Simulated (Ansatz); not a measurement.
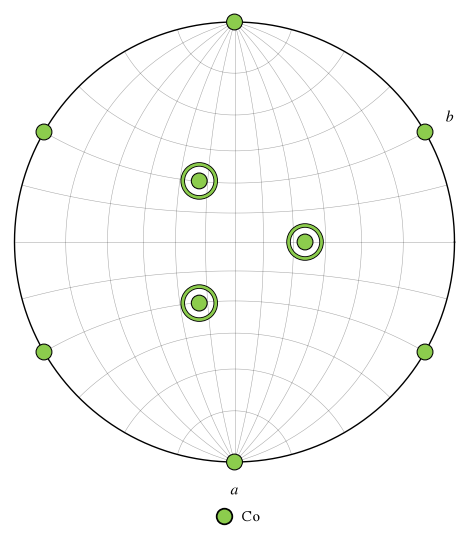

For Co, the geometry relaxed with Ansatz 0.2.0, DFT PBEsol, scalar-relativistic, plane waves, PAW: directions from one cobalt atom at (1/3, 2/3, 1/4) to its bonded neighbours, in stereographic projection down c (filled: above the plane of the page or in it, open: below). All values are computed from the atomic coordinates in the standard setting (tolerance 0.002 Å).

Neighbours are counted up to 2.73 Å for Co.

```cif
data_structure
_symmetry_space_group_name_H-M 'P 1'
_symmetry_Int_Tables_number 1
_cell_length_a 2.4559
_cell_length_b 2.4559
_cell_length_c 3.9681
_cell_angle_alpha 90.000
_cell_angle_beta 90.000
_cell_angle_gamma 120.000
_cell_volume 20.73
loop_
_atom_site_label
_atom_site_type_symbol
_atom_site_fract_x
_atom_site_fract_y
_atom_site_fract_z
_atom_site_occupancy
Co1 Co 0.33333 0.66667 0.25000 1
Co2 Co 0.66667 0.33333 0.75000 1
```

### How many neighbours are there, and at what angles?

12: 6 Co at 2.44 Å, 6 Co at 2.46 Å. Angles between bonds: 60° (24×), 90° (12×), 109° (3×), 120° (18×), 146° (6×), 180° (3×).

### What is the site's symmetry in the crystal?

Point group -6m2 (D3h), order 12: one −6 axis, three twofold axes, four mirror planes. In P6_3/mmc (No. 194) this is Wyckoff position 2c.
